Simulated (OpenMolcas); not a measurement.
Exact exchange and the vertical energy of the triplet above the singlet of C2H3Al

The species is C2H3Al (6 atoms), meant as a singlet with charge 0. SMILES: `C#[C][AlH2]`. The shape is that of a PBE0-D4/def2-TZVP optimisation.

The vertical energy of the triplet above the singlet y, in eV, basis def2-TZVP; a is the functional's share of exact exchange. Programs: OpenMolcas 26.06.

| functional | program | a | y (eV) |
| --- | --- | --- | --- |
| TPSS | OpenMolcas | 0 | 4.21 |
| r2SCAN | OpenMolcas | 0 | 4.16 |
| B3LYP | OpenMolcas | 0.2 | 4.48 |
| PBE0 | OpenMolcas | 0.25 | ? |
| BHLYP | OpenMolcas | 0.5 | 4.69 |

Q: Fit y = c + s·a to the known rows and predict PBE0.

A: 
1. Means of the 4 rows: a = 0.1750, y = 4.385.
2. Σ(Δa)² = 0.1675, Σ(Δa·Δy) = 0.1715, so the slope is 0.1715/0.1675 = 1.0239.
3. Intercept: 4.385 − (1.0239) × 0.1750 = 4.206. The largest residual of the fit is 0.069.
4. PBE0: 4.206 + (1.0239) × 0.25 = 4.46 eV.

The run gave 4.46 eV, so the prediction is off by 0.00 eV: they agree to the digits shown.

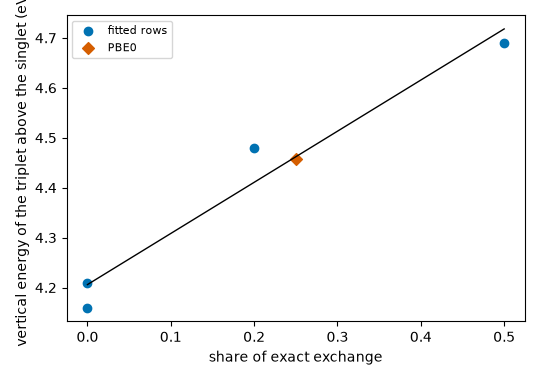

The fitted line, with the withheld row.
